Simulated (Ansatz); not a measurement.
# Calculations on Cl

### Relaxation

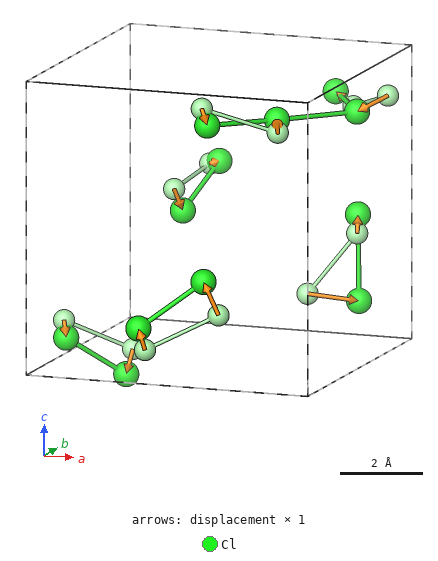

A relaxation of an amorphous cell of composition Cl. The starting structure is drawn faded, the final one solid; orange arrows show the displacements, at their true length.

The picture is a ball-and-stick view of the cell of the calculation, seen slightly off an axis.

The cell holds 6 Cl2. The run prepares the start of a later molecular dynamics calculation, from a guessed geometry.

All numbers below come from Ansatz, DFT PBEsol, scalar-relativistic, plane waves, PAW. Set-up: plane-wave cutoff 420 eV; k-point mesh 1 × 1 × 1; occupations fermi dirac; smearing width 0.05 eV; no spin polarisation; atoms relaxed in a fixed cell; force threshold 0.3 eV/Å; at most 15 steps.

Q: What happened in the run?

A: After 12 geometry steps the energy has fallen by 206 meV per atom. The largest force component goes from 1.3 to 0.099 eV/Å. The largest move is that of a Cl atom, 1.28 Å roughly along [3 1 0]. The lattice vectors keep their values. Near-neighbour distances that change, for instance: Cl–Cl 3.682 → 2.366 Å, Cl–Cl 2.789 → 3.795 Å, Cl–Cl 3.481 → 2.590 Å, Cl–Cl 2.713 → 3.411 Å. New bonds form: Cl–Cl (2.86 → 2.22 Å), Cl–Cl (3.68 → 2.37 Å).

Limits of the set-up: the periodic images lie only 7.4 Å apart, so the values are limited by the cell's size.

### Dynamics

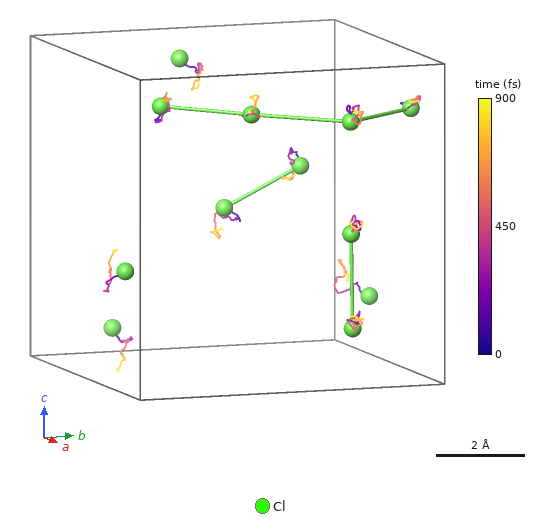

First-principles dynamics of a periodic cell with 6 Cl2 at 1.744 g/cm³, 900 fs long. Lines trace each atom's path, coloured by time; spheres stand at the starting positions. Seen slightly off an axis in the simulation cell.

The calculation used DFT PBEsol, scalar-relativistic, plane waves, PAW (Ansatz). Settings: plane-wave cutoff 420 eV; k-point mesh 1 × 1 × 1; Fermi-Dirac smearing 0.05 eV; Langevin thermostat (NVT); set temperature 250 K; time step 3 fs; friction 0.02 per fs.

Input
```yaml
crystal:
  lattice:
    - [7.398636, 0.0, 0.0]
    - [0.0, 7.398636, 0.0]
    - [0.0, 0.0, 7.398636]
  atoms:
    - { symbol: Cl, position: [0.04877791, 0.25161641, 0.08168914] }
    - { symbol: Cl, position: [0.20093293, 0.41751345, -0.06410625] }
    - { symbol: Cl, position: [0.73585158, 0.98413671, 0.82643611] }
    - { symbol: Cl, position: [0.90756577, 0.72435963, 0.82076447] }
    - { symbol: Cl, position: [0.59393936, 0.09718518, 0.34131453] }
    - { symbol: Cl, position: [0.41151071, -0.03546302, 0.19563858] }
    - { symbol: Cl, position: [0.91100793, 0.72443172, 0.47075409] }
    - { symbol: Cl, position: [0.91311301, 0.72867819, 0.17567976] }
    - { symbol: Cl, position: [0.37045031, 0.50304691, 0.48855376] }
    - { symbol: Cl, position: [0.41381069, 0.73734235, 0.61437605] }
    - { symbol: Cl, position: [0.55948196, 0.22592137, 0.84596296] }
    - { symbol: Cl, position: [0.71820574, 0.4668513, 0.82979039] }
basis:
  ecutwfc: 420.0
kpoints:
  mp_grid: { grid: [1, 1, 1] }
hamiltonian:
  xc: pbesol
scf:
  occupations: { method: fermi_dirac, width: 0.05 }
  lower_state_search: "off"
md:
  timestep: 3.0
  n_steps: 300
  ensemble: nvt_langevin
  temperature: 250.0
  initial_velocities: maxwell_boltzmann
  seed: 77808
  friction: 0.02
```

Command:
```bash
ansatz run input.yaml --threads 1 --pin off --max-ram 3072MiB --backend cpu --events-out ev --progress --plain --runs-dir out
```

Describe the motion.

Answer. In the second half of the run the atoms are, in the root-mean-square, this far from where they began (common drift taken out): Cl 0.65 Å. The heavy atoms stay within a fraction of a molecule's size of their starting places; so short a run doesn't tell a liquid from a solid.

Limits of the set-up: the periodic images lie only 7.4 Å apart, so the values are limited by the cell's size.

The run took 9 min on 1 thread of Arm Neoverse V1, on a shared host, peak memory 0.41 GiB.

### Dynamics

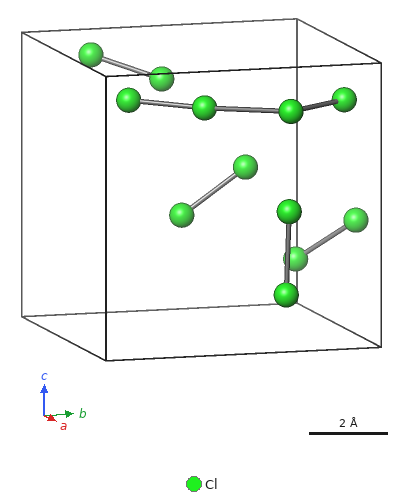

Starting frame of a dynamics run of a periodic cell with 6 Cl2 at 1.744 g/cm³. It starts from the last geometry of an earlier run, with fresh velocities. The picture is a ball-and-stick view of the simulation cell, seen slightly off an axis.

The calculation used DFT PBEsol, scalar-relativistic, plane waves, PAW in Ansatz 0.2.0.

Input
```yaml
crystal:
  lattice:
    - [7.398636, 0.0, 0.0]
    - [0.0, 7.398636, 0.0]
    - [0.0, 0.0, 7.398636]
  atoms:
    - { symbol: Cl, position: [0.09713038, 0.21686259, -0.07787411] }
    - { symbol: Cl, position: [0.22856449, 0.43367615, -0.15255193] }
    - { symbol: Cl, position: [0.78365791, 0.92632668, 0.83708996] }
    - { symbol: Cl, position: [0.94438041, 0.68368136, 0.83259496] }
    - { symbol: Cl, position: [0.43086909, 0.0766773, 0.35161728] }
    - { symbol: Cl, position: [0.29419809, -0.10022872, 0.20223924] }
    - { symbol: Cl, position: [0.95740732, 0.67331584, 0.48244328] }
    - { symbol: Cl, position: [0.96738983, 0.65934796, 0.1919175] }
    - { symbol: Cl, position: [0.40120132, 0.4534002, 0.39417632] }
    - { symbol: Cl, position: [0.43494555, 0.67444739, 0.55797798] }
    - { symbol: Cl, position: [0.57055193, 0.20889618, 0.83647368] }
    - { symbol: Cl, position: [0.72292621, 0.43771651, 0.82226336] }
basis:
  ecutwfc: 420.0
kpoints:
  mp_grid: { grid: [1, 1, 1] }
hamiltonian:
  xc: pbesol
scf:
  occupations: { method: fermi_dirac, width: 0.05 }
  lower_state_search: "off"
md:
  timestep: 2
  n_steps: 400
  ensemble: nvt_nose_hoover
  temperature: 250.0
  initial_velocities: maxwell_boltzmann
  seed: 360752
  nose_hoover: { tau: 100.0, chain_length: 3 }
```

Launched with:
```bash
ansatz run input.yaml --threads 1 --pin off --max-ram 3072MiB --backend cpu --events-out ev --progress --plain --runs-dir out
```

> Predict how the run goes.

The mean temperature in the second half is 336 K (standard deviation 123 K). That is above the set 250 K, because the structure releases potential energy faster than the thermostat removes it. The potential energy is still drifting at the end, so the run hasn't reached equilibrium. The potential energy in the second half lies on average 151 meV per atom below the first frame. Root-mean-square distances from the starting positions over the second half, with the common drift of all atoms taken out: Cl 1.08 Å. The molecules turn and drift from their places. Bond changes: 2 Cl–Cl bonds form between 582 fs and 602 fs.

Along the run (each row but the first and the last is the mean over the interval that it begins):

| time (fs) | potential energy (meV/atom) | T (K) |
| --- | --- | --- |
| 0.0 | 0.0 | 250 |
| 100.0 | -20.7 | 317 |
| 200.0 | -55.9 | 356 |
| 300.0 | -61.7 | 246 |
| 400.0 | -108.6 | 435 |
| 500.0 | -157.8 | 455 |
| 600.0 | -163.1 | 228 |
| 700.0 | -173.9 | 230 |
| 800.0 | -175.2 | 207 |

The paths of the atoms:

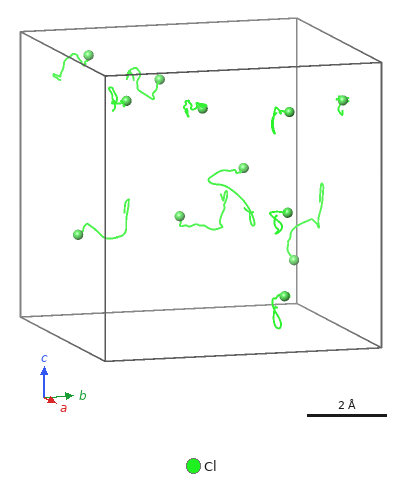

Limits of the set-up: the periodic images lie only 7.4 Å apart, so the values are limited by the cell's size.

The run took 8.8 min on 1 thread of Arm Neoverse V1, on a shared host, peak memory 0.38 GiB.
